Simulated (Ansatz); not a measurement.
**CH₅ClFNOZr: density, localisation and related maps**

Input

```
crystal:
  periodic: [false, false, false]
  atoms:
    - {symbol: C, position_ang: [1.384697, -1.012499, -0.278214]}
    - {symbol: N, position_ang: [0.776236, 0.289233, -0.468913]}
    - {symbol: Zr, position_ang: [-0.987970, 1.012594, 0.156544]}
    - {symbol: O, position_ang: [-2.077674, -0.505529, 0.548678]}
    - {symbol: F, position_ang: [-1.654542, 2.170798, -1.210407]}
    - {symbol: Cl, position_ang: [-0.633946, 2.310074, 2.117164]}
    - {symbol: H, position_ang: [1.627297, -1.493889, -1.232114]}
    - {symbol: H, position_ang: [0.693102, -1.670267, 0.252786]}
    - {symbol: H, position_ang: [2.303361, -0.952106, 0.316008]}
    - {symbol: H, position_ang: [1.386337, 0.908188, -0.992455]}
    - {symbol: H, position_ang: [-2.816907, -1.056609, 0.790915]}
basis:
  gaussian: {orbitals: def2-TZVPP}
hamiltonian: {xc: pbe0, dispersion: d4}
output: {orbitals: {seedname: orbitals}}
```

Launched as:

```sh
ansatz run in.yaml --threads 2 --pin off --events-out ev --progress --plain --max-ram 32768MiB --backend cuda --devices 0, --max-vram 18GiB
```

Geometry: PBE0-D4/def2-TZVP; core potentials replace the inner electrons of Zr.

All numbers below come from RKS PBE0-D4/def2-TZVPP in Ansatz.

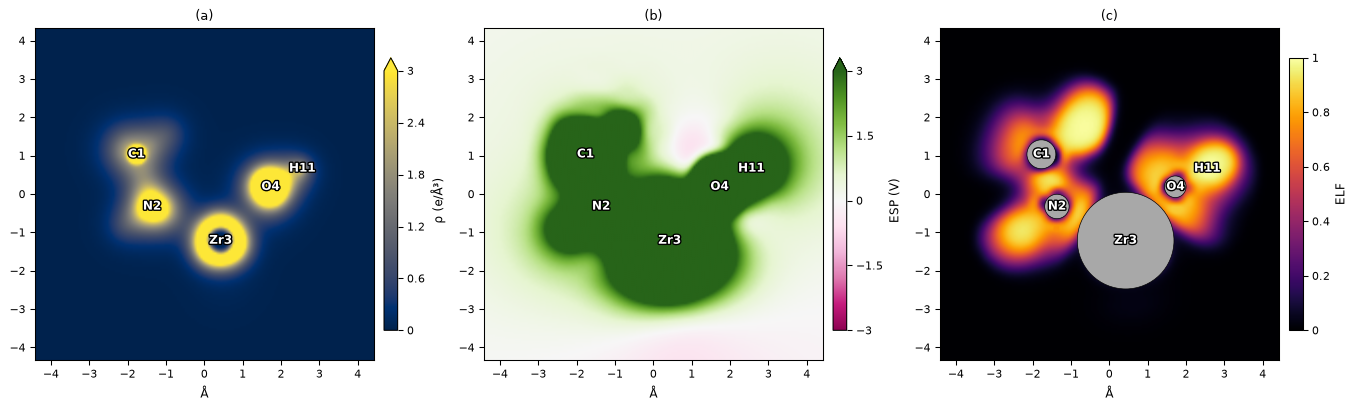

Figure 1. (a) electron density; (b) electrostatic potential; (c) electron localisation function on the plane of atoms Zr3, O4 and H11. Grey discs cover the atomic cores in the ELF map.

What do the fields say about this system?

Answer.
- Atoms in the plane: C, N, Zr, O and H.
- C–N (1.45 Å): ρ is about 1.9 e/Å³ halfway; the ELF peaks at about 0.90 between the atoms; a covalent bond.
- Zr–O (1.91 Å): the density is about 0.94 e/Å³ at the midpoint; the ELF peaks at about 0.80 in the valence shell of O, 0.5 Å from its nucleus, and drops to about 0.20 between the two atoms.
- Zr–N (2.01 Å): ρ is about 0.9 e/Å³ halfway; the ELF peaks at about 0.90 in the valence shell of N, 0.6 Å from its nucleus, and is about 0.30 at the midpoint.
- O–H (0.95 Å): ρ is about 3.9 e/Å³ halfway; the ELF climbs to about 1 towards the hydrogen, as it does in any bond to H: a covalent bond by its length.
- Outside the dense part of the molecule the potential is most negative (−0.5 V) near O4.

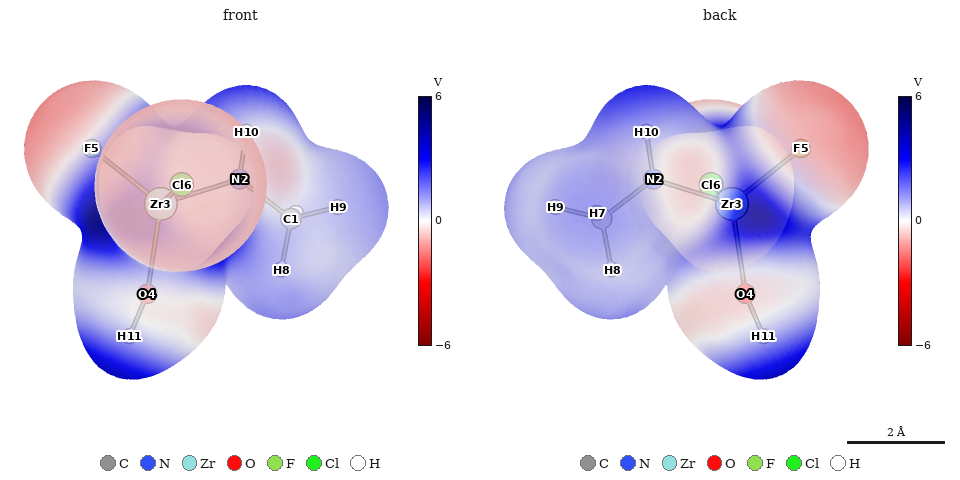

Figure 2. The molecular electrostatic potential painted on the density surface at 0.004 e/bohr³, seen from the front and from behind; the colour scale runs from red (negative) to blue (positive).

Which sites attract a positive test charge, and which a negative one?

Answer. A positive charge is drawn to the negative regions and a negative charge to the positive ones. The most negative region (about −1.3 V) lies over F5, the most positive (about +5.1 V) over Zr3.

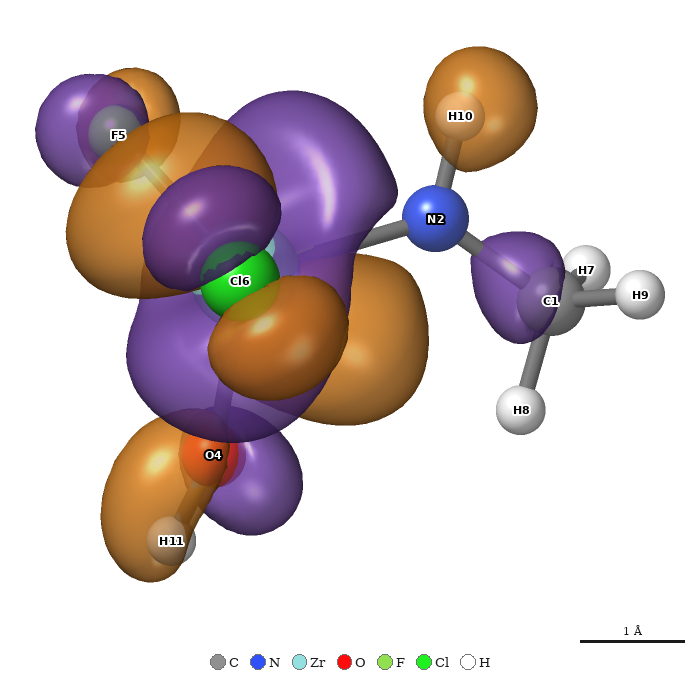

Figure 3. The LUMO at ±0.08 Å⁻³ᐟ² (orange and purple are the two phases), seen at a tilt.

Where does this orbital lie, and at what energy?

Answer. By Hirshfeld shares it lies mainly on Zr3 (about 70 %), Cl6 (about 10 %), O4 (about 5 %) and F5 (about 5 %). Its energy is −0.77 eV.
